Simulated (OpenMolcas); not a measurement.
# Run report: C$_{2}$H$_{8}$Si, energy and gradient calculation (part 2 of 3)

Continued. System: C$_{2}$H$_{8}$Si, SMILES C[SiH2]C. Method: CASSCF/ANO-R1, sfX2C (OpenMolcas 26.06). The geometry comes from this level: PBE0-D4/def2-TZVP.

Geometry of the input (Å):
```
C  -1.0502  0.9672  -0.6612
Si -0.3092  -0.6532  -0.0876
C  1.3466  -0.3923  0.7457
H  -2.0158  0.8069  -1.1461
H  -0.3917  1.4646  -1.3778
H  -1.2049  1.6449  0.1821
H  -0.1399  -1.5642  -1.2561
H  -1.2451  -1.3193  0.8633
H  2.0582  0.0752  0.0604
H  1.7726  -1.3420  1.0774
H  1.2448  0.2552  1.6203
```

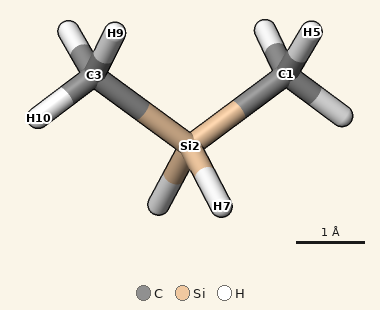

*The input geometry (stick view, seen at a tilt; atoms are numbered from 1 in the order of the input).*

## What the program printed, continued
```
      printout of CI-coefficients larger than  0.05 for root  2
      energy=    -369.706571
      conf/sym  11111111     Coeff  Weight
             2  222ud000   0.91041 0.82884
             3  222u0d00   0.15023 0.02257
             6  22u2d000   0.13972 0.01952
             7  22u20d00   0.32394 0.10494
            34  22udu00d   0.05460 0.00298
           320  022ud020  -0.07041 0.00496

      printout of CI-coefficients larger than  0.05 for root  3
      energy=    -369.685660
      conf/sym  11111111     Coeff  Weight
             2  222ud000  -0.20244 0.04098
             3  222u0d00   0.74959 0.56189
             6  22u2d000   0.60995 0.37204
           321  022u0d20  -0.05825 0.00339

      Natural orbitals and occupation numbers for root  1
      sym 1:   1.980654   1.997454   1.999691   1.982691   0.000261   0.002528   0.018916   0.017804

      Natural orbitals and occupation numbers for root  2
      sym 1:   1.980923   1.995317   1.897087   1.087456   0.914297   0.088797   0.018880   0.017243

      Natural orbitals and occupation numbers for root  3
      sym 1:   1.980713   1.995540   1.697862   1.297506   0.300768   0.696703   0.018934   0.011973

      ************************************************************************************************************************
      *                                                    Final results                                                     *
      ************************************************************************************************************************

++    Final optimization conditions:
      ------------------------------

      Average CI energy                            -369.80843790
      RASSCF energy for state  1                   -370.03308205
      Super-CI energy                                -0.00000000
      RASSCF energy change                            0.00000000
      Max change in MO coefficients              -1.081E-04
      Max non-diagonal density matrix element     7.679E-05
      Maximum BLB matrix element                  1.134E-05
      (orbital pair  11,  42 in symmetry   1)
      Norm of electronic gradient            1.637E-01
--

      Final state energy(ies):
      ------------------------

::    RASSCF root number  1 Total energy:   -370.03308205
::    RASSCF root number  2 Total energy:   -369.70657127
::    RASSCF root number  3 Total energy:   -369.68566037

++    Molecular orbitals:
      -------------------

      Pseudonatural active orbitals and approximate occupation numbers

      MOLECULAR ORBITALS FOR SYMMETRY SPECIES 1: a

      INDEX  ENERGY  OCCUPATION COEFFICIENTS ...
          1  -68.9869    2.0000
                15 SI2    1s     ( 0.9994)
          2  -11.2585    2.0000
                 1 C1     1s     ( 0.9997)
          3  -11.2425    2.0000
                33 C3     1s     ( 1.0005)
          4   -6.2000    2.0000
                16 SI2    2s     ( 0.9986)
          5   -4.2784    2.0000
                19 SI2    2px    ( 0.7924)  22 SI2    2py    (-0.4020)  25 SI2    2pz    ( 0.4583)
          6   -4.2777    2.0000
                19 SI2    2px    ( 0.4017)  22 SI2    2py    ( 0.9096)  25 SI2    2pz    ( 0.1033)
          7   -4.2771    2.0000
                19 SI2    2px    (-0.4584)  22 SI2    2py    ( 0.1023)  25 SI2    2pz    ( 0.8824)
          8   -0.9836    2.0000
                 2 C1     2s     (-0.5537)  17 SI2    3s     (-0.1375)  47 H4     1s     (-0.1732)  48 H4     2s     ( 0.1074)
                52 H5     1s     (-0.1708)  53 H5     2s     ( 0.1060)  57 H6     1s     (-0.1709)  58 H6     2s     ( 0.1059)

          9   -0.6938    2.0000
                 2 C1     2s     ( 0.1039)   6 C1     2py    ( 0.1061)  17 SI2    3s     (-0.5674)  23 SI2    3py    ( 0.1905)
                62 H7     1s     (-0.2539)  63 H7     2s     ( 0.1360)  67 H8     1s     (-0.2559)  68 H8     2s     ( 0.1384)

         10   -0.6062    2.0000
                 4 C1     2px    ( 0.3152)   8 C1     2pz    (-0.2154)  26 SI2    3pz    (-0.1465)  38 C3     2py    ( 0.2915)
                40 C3     2pz    (-0.2224)  47 H4     1s     (-0.1639)  52 H5     1s     ( 0.2627)  53 H5     2s     (-0.1197)
                57 H6     1s     (-0.1410)  72 H9     1s     ( 0.2455)  73 H9     2s     (-0.1154)  77 H10    1s     (-0.2241)

         11   -0.5964    2.0000
                 4 C1     2px    ( 0.1541)   6 C1     2py    ( 0.2378)   8 C1     2pz    ( 0.4670)  26 SI2    3pz    ( 0.1062)
                47 H4     1s     (-0.2998)  48 H4     2s     ( 0.1328)  57 H6     1s     ( 0.3692)  58 H6     2s     (-0.1636)

         12   -0.5853    2.0000
                 4 C1     2px    (-0.3827)   6 C1     2py    (-0.1697)  36 C3     2px    ( 0.1073)  38 C3     2py    ( 0.3084)
                40 C3     2pz    (-0.2344)  47 H4     1s     ( 0.2342)  48 H4     2s     (-0.1078)  52 H5     1s     (-0.2880)
                53 H5     2s     ( 0.1252)  72 H9     1s     ( 0.2875)  73 H9     2s     (-0.1264)  77 H10    1s     (-0.2043)

         13   -0.4926    2.0000
                 8 C1     2pz    (-0.1687)  20 SI2    3px    (-0.2349)  26 SI2    3pz    ( 0.4456)  29 SI2    3d1-   (-0.1215)
                52 H5     1s     ( 0.1304)  57 H6     1s     (-0.1413)  62 H7     1s     (-0.3466)  63 H7     2s     ( 0.1637)
                67 H8     1s     ( 0.3478)  68 H8     2s     (-0.1624)
         14   -0.6502    1.9807
                34 C3     2s     ( 0.2360)  36 C3     2px    (-0.1980)  38 C3     2py    ( 0.3057)  40 C3     2pz    ( 0.3704)
                72 H9     1s     (-0.1168)  77 H10    1s     (-0.1115)  82 H11    1s     ( 0.4682)  83 H11    2s     (-0.2150)

         15   -0.9032    1.9953
                34 C3     2s     (-0.5008)  36 C3     2px    (-0.1156)  38 C3     2py    ( 0.1913)  40 C3     2pz    ( 0.1103)
                72 H9     1s     (-0.2072)  73 H9     2s     ( 0.1155)  77 H10    1s     (-0.2984)  78 H10    2s     ( 0.1552)

         16   -0.4776    1.8210
                 4 C1     2px    (-0.1107)   6 C1     2py    ( 0.3460)  17 SI2    3s     (-0.2355)  20 SI2    3px    (-0.2103)
                23 SI2    3py    (-0.4341)  36 C3     2px    ( 0.3224)  38 C3     2py    ( 0.1015)  40 C3     2pz    ( 0.1649)
                52 H5     1s     ( 0.1191)  57 H6     1s     ( 0.1191)  62 H7     1s     ( 0.1391)  67 H8     1s     ( 0.1386)
                72 H9     1s     ( 0.1147)  82 H11    1s     ( 0.1274)
         17   -0.4069    1.4979
                 4 C1     2px    ( 0.2188)   6 C1     2py    (-0.3457)   8 C1     2pz    ( 0.1545)  20 SI2    3px    (-0.3842)
                23 SI2    3py    ( 0.2211)  26 SI2    3pz    (-0.2255)  32 SI2    3d2+   (-0.1024)  36 C3     2px    ( 0.3964)
                40 C3     2pz    ( 0.2019)  47 H4     1s     (-0.1531)  77 H10    1s     ( 0.1600)
         18    0.0736    0.4323
                 1 C1     1s     (-0.1122)   2 C1     2s     (-0.8486)   3 C1     3s     (-0.2077)   6 C1     2py    (-0.2370)
                 7 C1     3py    (-0.1251)  16 SI2    2s     (-0.1096)  17 SI2    3s     (-0.3864)  23 SI2    3py    ( 0.1467)
                33 C3     1s     (-0.1139)  34 C3     2s     (-0.8684)  35 C3     3s     (-0.2083)  36 C3     2px    (-0.2039)
                37 C3     3px    (-0.1131)  47 H4     1s     ( 0.3824)  52 H5     1s     ( 0.4462)  53 H5     2s     ( 0.1306)
                57 H6     1s     ( 0.4434)  58 H6     2s     ( 0.1291)  72 H9     1s     ( 0.4568)  73 H9     2s     ( 0.1329)
                77 H10    1s     ( 0.4417)  82 H11    1s     ( 0.3953)  83 H11    2s     ( 0.1141)
         19    0.1113    0.2378
                 1 C1     1s     (-0.1246)   2 C1     2s     (-0.9202)   3 C1     3s     (-0.2180)   4 C1     2px    ( 0.1837)
                 6 C1     2py    (-0.1714)   7 C1     3py    (-0.1215)  32 SI2    3d2+   ( 0.1023)  33 C3     1s     ( 0.1214)
                34 C3     2s     ( 0.9084)  35 C3     3s     ( 0.2023)  36 C3     2px    ( 0.2521)  37 C3     3px    ( 0.1395)
                38 C3     2py    (-0.1397)  47 H4     1s     ( 0.5638)  48 H4     2s     ( 0.1777)  52 H5     1s     ( 0.4761)
                53 H5     2s     ( 0.1051)  57 H6     1s     ( 0.5110)  58 H6     2s     ( 0.1163)  72 H9     1s     (-0.4949)
                73 H9     2s     (-0.1086)  77 H10    1s     (-0.6822)  78 H10    2s     (-0.2121)  82 H11    1s     (-0.3555)

         20    0.6731    0.0191
                20 SI2    3px    ( 0.1005)  35 C3     3s     (-0.1946)  36 C3     2px    (-0.1009)  38 C3     2py    ( 0.4398)
                39 C3     3py    (-0.2607)  40 C3     2pz    ( 0.5733)  41 C3     3pz    (-0.3251)  72 H9     1s     ( 0.1240)
                77 H10    1s     ( 0.1507)  82 H11    1s     (-0.5740)  83 H11    2s     ( 0.5412)
         21    0.5576    0.0159
                 2 C1     2s     ( 0.1541)   4 C1     2px    ( 0.1325)   6 C1     2py    (-0.1488)  16 SI2    2s     (-0.1092)
                17 SI2    3s     (-0.8256)  20 SI2    3px    (-0.7213)  23 SI2    3py    (-0.2585)  26 SI2    3pz    (-0.3639)
                34 C3     2s     ( 0.3996)  35 C3     3s     (-0.2596)  36 C3     2px    (-0.7632)  37 C3     3px    ( 0.2423)
                40 C3     2pz    (-0.3120)  45 C3     3d1+   ( 0.1221)  46 C3     3d2+   ( 0.1260)  47 H4     1s     (-0.1369)
                67 H8     1s     ( 0.1228)  72 H9     1s     ( 0.2273)  77 H10    1s     ( 0.1960)  82 H11    1s     ( 0.1577)
                83 H11    2s     ( 0.1232)
--

      Von Neumann Entropy (Root   1) =  0.16647

      Mulliken population analysis for root number:  1
      -----------------------------------------------

++    Molecular charges:
      ------------------

      Mulliken charges per centre and basis function type
      ---------------------------------------------------

                C1      SI2     C3      H4      H5      H6      H7      H8      H9      H10     H11
      1s       1.9998  2.0000  1.9998  0.6697  0.6722  0.6733  0.7740  0.7751  0.6951  0.7022  0.7114
      2s       1.1067  1.9987  1.0537  0.1935  0.1925  0.1923  0.1507  0.1506  0.1897  0.1876  0.2092
      2px      1.0638  1.9997  1.0340  0.0221  0.0157  0.0098  0.0005  0.0064  0.0181  0.0147  0.0125
      2pz      1.0666  1.9994  1.0344  0.0129  0.0160  0.0192  0.0096  0.0064  0.0162  0.0111  0.0178
      2py      1.0558  1.9996  1.0497  0.0128  0.0152  0.0179  0.0063  0.0036  0.0117  0.0213  0.0139
      3s      -0.0069  1.1526 -0.0073  0.0000  0.0000  0.0000  0.0000  0.0000  0.0000  0.0000  0.0000
      3px     -0.0188  0.7879 -0.0143  0.0000  0.0000  0.0000  0.0000  0.0000  0.0000  0.0000  0.0000
      3pz     -0.0187  0.8851 -0.0154  0.0000  0.0000  0.0000  0.0000  0.0000  0.0000  0.0000  0.0000
      3py     -0.0157  0.8111 -0.0169  0.0000  0.0000  0.0000  0.0000  0.0000  0.0000  0.0000  0.0000
      4s       0.0000 -0.0065  0.0000  0.0000  0.0000  0.0000  0.0000  0.0000  0.0000  0.0000  0.0000
      3d2+     0.0104  0.0848  0.0113  0.0000  0.0000  0.0000  0.0000  0.0000  0.0000  0.0000  0.0000
      3d1+     0.0156  0.1041  0.0129  0.0000  0.0000  0.0000  0.0000  0.0000  0.0000  0.0000  0.0000
      3d0      0.0063  0.0484  0.0067  0.0000  0.0000  0.0000  0.0000  0.0000  0.0000  0.0000  0.0000
      3d1-     0.0155  0.1358  0.0167  0.0000  0.0000  0.0000  0.0000  0.0000  0.0000  0.0000  0.0000
      3d2-     0.0086  0.0873  0.0084  0.0000  0.0000  0.0000  0.0000  0.0000  0.0000  0.0000  0.0000
      4px      0.0000  0.0004  0.0000  0.0000  0.0000  0.0000  0.0000  0.0000  0.0000  0.0000  0.0000
      4pz      0.0000 -0.0014  0.0000  0.0000  0.0000  0.0000  0.0000  0.0000  0.0000  0.0000  0.0000
      4py      0.0000  0.0003  0.0000  0.0000  0.0000  0.0000  0.0000  0.0000  0.0000  0.0000  0.0000
      Total    6.2888 14.0873  6.1734  0.9111  0.9116  0.9124  0.9411  0.9421  0.9308  0.9369  0.9647

      N-E     -0.2888 -0.0873 -0.1734  0.0889  0.0884  0.0876  0.0589  0.0579  0.0692  0.0631  0.0353

      Total electronic charge=   34.000000

      Total            charge=   -0.000000
--

      Expectation values of various properties for root number:  1
      -----------------------------------------------------------

++    Molecular properties:
      ---------------------

      Charge (e):
                      =   -0.0000
      Dipole Moment (debye):
      Origin of the operator (angstrom)=   -0.0835   -0.1891   -0.0235
                   X=  4.0448E-01               Y=  6.0631E-01               Z= -4.1216E-02           Total=  7.3000E-01
      Quadrupole Moment (debye*angstrom):
      Origin of the operator (angstrom)=   -0.0835   -0.1891   -0.0235
                  XX= -2.7473E+01              XY= -7.0626E-01              XZ=  4.0215E-01              YY= -2.8226E+01
                  YZ= -4.9134E-01              ZZ= -2.8533E+01
      In traceless form (debye*angstrom)
                  XX=  9.0679E-01              XY= -1.0594E+00              XZ=  6.0322E-01              YY= -2.2302E-01
                  YZ= -7.3701E-01              ZZ= -6.8377E-01
--

      LoProp population analysis for root number:  1
      -----------------------------------------------

++    LoProp analysis:
      ----------------

++    Static properties:
      ------------------

      LoProp Charges per center

                   C1       SI2      C3       H4       H5       H6       H7       H8       H9       H10
      Nuclear      6.0000  14.0000   6.0000   1.0000   1.0000   1.0000   1.0000   1.0000   1.0000   1.0000
      Electronic  -7.0604 -13.3927  -6.9706  -0.7276  -0.7275  -0.7281  -1.0678  -1.0690  -0.7413  -0.7451

      Total       -1.0604   0.6073  -0.9706   0.2724   0.2725   0.2719  -0.0678  -0.0690   0.2587   0.2549

                   H11
      Nuclear      1.0000
      Electronic  -0.7699

      Total        0.2301
--

      Natural Bond Order analysis for root number:  1

++    Natural Bond Order analysis
      ---------------------------
      Based on LoProp computed density
      -------------------------------------------------------------------------------------
      Atom A       Atom B       Bond Order | Atom A       Atom B       Bond Order
        SI2          H7             0.799  |   SI2          H8             0.799
      -------------------------------------------------------------------------------------
      NBO located      3.197 electrons involved in    2 bonds.
      NBO located      0.997 non-bonded electrons on atom C1
      NBO located      0.982 non-bonded electrons on atom SI2
      NBO located      0.993 non-bonded electrons on atom SI2
      NBO located      1.000 non-bonded electrons on atom SI2
      NBO located      0.999 non-bonded electrons on atom SI2
      NBO located      0.999 non-bonded electrons on atom SI2
      NBO located      0.997 non-bonded electrons on atom C3
      The remaining   10.527 electrons are to be considered as diffuse
--

--

      Von Neumann Entropy (Root   2) =  1.40569

      Mulliken population analysis for root number:  2
      -----------------------------------------------

++    Molecular charges:
      ------------------

      Mulliken charges per centre and basis function type
      ---------------------------------------------------

                C1      SI2     C3      H4      H5      H6      H7      H8      H9      H10     H11
      1s       1.9997  2.0000  1.9998  0.8194  0.8584  0.8619  0.7719  0.7727  0.7727  0.7399  0.7562
      2s       1.1583  1.9987  1.1223  0.2312  0.2550  0.2554  0.1561  0.1561  0.2289  0.2012  0.2270
      2px      0.9958  1.9997  0.8962  0.0203  0.0119  0.0092  0.0008  0.0066  0.0167  0.0138  0.0108
      2pz      1.0295  1.9994  1.0256  0.0124  0.0142  0.0144  0.0103  0.0069  0.0142  0.0115  0.0176
      2py      0.8257  1.9995  1.0675  0.0085  0.0128  0.0152  0.0069  0.0045  0.0117  0.0199  0.0137
      3s      -0.1441  1.1228 -0.0708  0.0000  0.0000  0.0000  0.0000  0.0000  0.0000  0.0000  0.0000
      3px     -0.0196  0.6738 -0.0193  0.0000  0.0000  0.0000  0.0000  0.0000  0.0000  0.0000  0.0000
      3pz     -0.0194  0.8402 -0.0170  0.0000  0.0000  0.0000  0.0000  0.0000  0.0000  0.0000  0.0000
      3py     -0.0370  0.7360 -0.0245  0.0000  0.0000  0.0000  0.0000  0.0000  0.0000  0.0000  0.0000
      4s       0.0000 -0.0262  0.0000  0.0000  0.0000  0.0000  0.0000  0.0000  0.0000  0.0000  0.0000
      3d2+     0.0085  0.0727  0.0102  0.0000  0.0000  0.0000  0.0000  0.0000  0.0000  0.0000  0.0000
      3d1+     0.0158  0.1064  0.0120  0.0000  0.0000  0.0000  0.0000  0.0000  0.0000  0.0000  0.0000
      3d0      0.0057  0.0510  0.0064  0.0000  0.0000  0.0000  0.0000  0.0000  0.0000  0.0000  0.0000
      3d1-     0.0146  0.1308  0.0164  0.0000  0.0000  0.0000  0.0000  0.0000  0.0000  0.0000  0.0000
      3d2-     0.0074  0.0766  0.0088  0.0000  0.0000  0.0000  0.0000  0.0000  0.0000  0.0000  0.0000
      4px      0.0000 -0.0017  0.0000  0.0000  0.0000  0.0000  0.0000  0.0000  0.0000  0.0000  0.0000
      4pz      0.0000 -0.0022  0.0000  0.0000  0.0000  0.0000  0.0000  0.0000  0.0000  0.0000  0.0000
      4py      0.0000 -0.0009  0.0000  0.0000  0.0000  0.0000  0.0000  0.0000  0.0000  0.0000  0.0000
      Total    5.8408 13.7766  6.0336  1.0918  1.1523  1.1562  0.9461  0.9467  1.0442  0.9864  1.0252

      N-E      0.1592  0.2234 -0.0336 -0.0918 -0.1523 -0.1562  0.0539  0.0533 -0.0442  0.0136 -0.0252

      Total electronic charge=   34.000000

      Total            charge=   -0.000000
--
```
